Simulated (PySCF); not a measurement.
# [SiPH4Br2]+ (SMILES [PH3+][SiH](Br)Br) at 5 levels

We compute a comparison of 5 runs (HF/def2-SVP, wB97X/3-21G, B3LYP/6-31G*, B3LYP/pcseg-1, BP86/6-31G**) of [SiPH4Br2]+. The job is set up through a Python script.

The results are computed with PySCF 2.14.0.

## Step 1: Starting point

The species is [SiPH4Br2]+ (8 atoms), meant as a singlet with charge +1. As SMILES, `[PH3+][SiH](Br)Br`. The coordinates come from a GFN2-xTB relaxation.

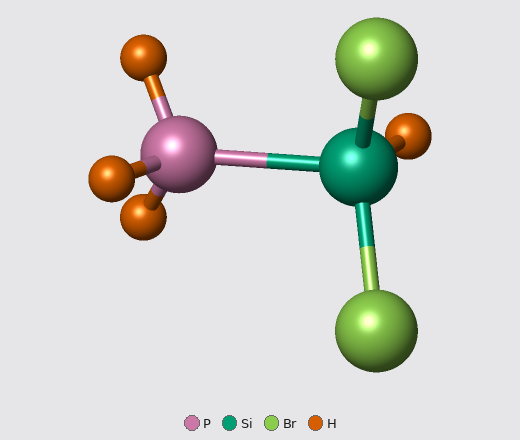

Viewed from a chosen angle; phosphorus pink, silicon teal, bromine green, hydrogen orange.

## Step 2: Energy and forces at HF/def2-SVP (run 1)

input.xyz

```xyz
8
Br2H4PSi
P     -0.266770     1.060960    -0.251690
Si     0.124080    -1.180940     0.394640
Br     2.079150    -1.073270     1.373180
Br     0.145970    -2.246060    -1.517080
H     -1.446850     1.311260    -0.912940
H     -0.298280     1.991370     0.761270
H      0.658450     1.610740    -1.109390
H     -0.995760    -1.474060     1.262010
```

run.py

```python
from pyscf import gto

mol = gto.M(
    atom='input.xyz',
    verbose=4,
    max_memory=1860,
    charge=1,
    basis='def2-svp',
)

mf = mol.RHF()
mf.conv_tol = 1e-10
mf.kernel()
if not mf.converged:
    mf = mf.newton().run(mf.mo_coeff, mf.mo_occ)

energy = mf.e_tot
print('Final energy', energy)
grad = mf.nuc_grad_method().kernel()
dip = mf.dip_moment()
pop, q = mf.mulliken_pop()
```

Command:

```bash
OMP_NUM_THREADS=1 python run.py
```

The log of the run:

```text
PySCF version 2.14.0

[... 64 lines left out ...]
converged SCF energy = -5775.83935237113
Final energy -5775.839352371134
[... 12 lines left out ...]
WARN: System has nonzero charge 1; the dipole moment is origin-dependent.
[... 2 lines left out ...]
Dipole moment(X, Y, Z, Debye): -0.74818,  1.39124, -0.06738
[... 129 lines left out ...]
charge of    7H =      0.00446
```

It took 23 s on 1 thread of Intel Xeon at 2.70GHz, shared host; peak memory 0.32 GiB.

## Step 3: Energy and forces at wB97X/3-21G (run 2)

input.py

```python
# [PH3+][SiH](Br)Br
import pyscf.grad
from pyscf import gto, dft

mol = gto.M(
    atom='''
P     -0.266770     1.060960    -0.251690
Si     0.124080    -1.180940     0.394640
Br     2.079150    -1.073270     1.373180
Br     0.145970    -2.246060    -1.517080
H     -1.446850     1.311260    -0.912940
H     -0.298280     1.991370     0.761270
H      0.658450     1.610740    -1.109390
H     -0.995760    -1.474060     1.262010
''',
    charge=1,
    max_memory=1860,
    verbose=4,
    basis='3-21g',
)

myscf = dft.RKS(mol, xc='wb97x')
myscf.conv_tol = 1e-10
myscf.grids.level = 5
myscf.kernel()
if not myscf.converged:
    myscf = myscf.newton().run(myscf.mo_coeff, myscf.mo_occ)

e_final = myscf.e_tot
print('Final energy', e_final)
grad = myscf.Gradients().kernel()
myscf.analyze()
```

Command:

```bash
OMP_NUM_THREADS=1 python input.py
```

The log of the run:

```text
PySCF version 2.14.0

[... 100 lines left out ...]
MO #3   energy= -76.7753544996489  occ= 2
[... 14 lines left out ...]
MO #18  energy= -6.68022116609838  occ= 2
[... 14 lines left out ...]
MO #33  energy= -2.79315254837467  occ= 2
[... 14 lines left out ...]
MO #48  energy= -0.580147287627638 occ= 2
[... 14 lines left out ...]
MO #63  energy= 0.289907448926095  occ= 0
[... 14 lines left out ...]
MO #78  energy= 1.04510801363157   occ= 0
[... 90 lines left out ...]
WARN: System has nonzero charge 1; the dipole moment is origin-dependent.
Location of origin: [0. 0. 0.]

Dipole moment(X, Y, Z, Debye): -0.92266,  1.62585, -0.04508
```

Wall time 36 s (1 thread of Intel Xeon at 2.70GHz, shared host); peak memory 0.77 GiB.

Runs 3 to 4 aren't shown in full; the table further down has their settings and results.

## Step 4: Energy and forces at BP86/6-31G(d,p) (spherical functions) (run 5)

calc.py

```python
import pyscf.grad
from pyscf import gto, dft

molecule = gto.M(
    atom=[
    ('P', (-0.266770, 1.060960, -0.251690)),
    ('Si', (0.124080, -1.180940, 0.394640)),
    ('Br', (2.079150, -1.073270, 1.373180)),
    ('Br', (0.145970, -2.246060, -1.517080)),
    ('H', (-1.446850, 1.311260, -0.912940)),
    ('H', (-0.298280, 1.991370, 0.761270)),
    ('H', (0.658450, 1.610740, -1.109390)),
    ('H', (-0.995760, -1.474060, 1.262010)),
],
    basis='6-31g**',
    max_memory=1860,
    charge=1,
    verbose=3,
)

calc0 = dft.RKS(molecule, xc='bp86')
calc0.conv_tol = 1e-10
calc0.grids.level = 5
calc0.kernel()
if not calc0.converged:
    calc0 = calc0.newton().run(calc0.mo_coeff, calc0.mo_occ)

etot = calc0.e_tot
print('Final energy', etot)
grad = calc0.Gradients().kernel()
dip = calc0.dip_moment()
pop, q = calc0.mulliken_pop()
```

Command:

```bash
OMP_NUM_THREADS=1 python calc.py
```

The log of the run:

```text
converged SCF energy = -5781.32622208618
Final energy -5781.326222086181
--------------- RKS gradients ---------------
         x                y                z
0 P    -0.0010733589     0.0134533444    -0.0048330887
1 Si    -0.0148427420    -0.0041439663     0.0115361406
2 Br    -0.0007165058    -0.0003715656    -0.0031540998
[... 4 lines of this table left out ...]
7 H     0.0114833371     0.0030035101    -0.0089243628
----------------------------------------------

WARN: System has nonzero charge 1; the dipole moment is origin-dependent.
[... 2 lines left out ...]
Dipole moment(X, Y, Z, Debye): -0.35377,  1.03373, -0.18530
[... 129 lines left out ...]
charge of    7H =      0.04213
```

Wall time 75 s (1 thread of Intel Xeon at 2.70GHz, shared host); peak memory 1.2 GiB.

## Step 5: All runs side by side

| run | level | integration grid | energy (Eh) | HOMO energy (eV) | LUMO energy (eV) | HOMO–LUMO gap (eV) | wall time |
| --- | --- | --- | --- | --- | --- | --- | --- |
| 1 | HF/def2-SVP | – | -5775.839352 | -15.98 | -2.13 | 13.85 | 23 s |
| 2 | wB97X/3-21G | 5 | -5753.290884 | -15.33 | -4.01 | 11.33 | 36 s |
| 3 | B3LYP/6-31G* (spherical functions) | 5 | -5780.801927 | -12.83 | -6.21 | 6.62 | 70 s |
| 4 | B3LYP/pcseg-1 | 5 | -5780.855286 | -12.89 | -6.19 | 6.70 | 91 s |
| 5 | BP86/6-31G** (spherical functions) | 5 | -5781.326222 | -11.96 | -6.97 | 4.98 | 75 s |

## Step 6: Summary of results

```
                       quantity           value
            run 5: total energy  -5781.32622 Eh
             run 5: HOMO energy       -11.96 eV
             run 5: LUMO energy        -6.97 eV
           run 5: HOMO–LUMO gap         4.98 eV
run 5: largest force on an atom      1.052 eV/Å
```

In words: The HOMO–LUMO gap runs from 4.98 eV (BP86/6-31G**) to 13.85 eV (HF/def2-SVP). The two ends differ in method and basis. Totals of different functionals can't be ranked against each other. All runs together took 4.9 min, the longest 91 s.
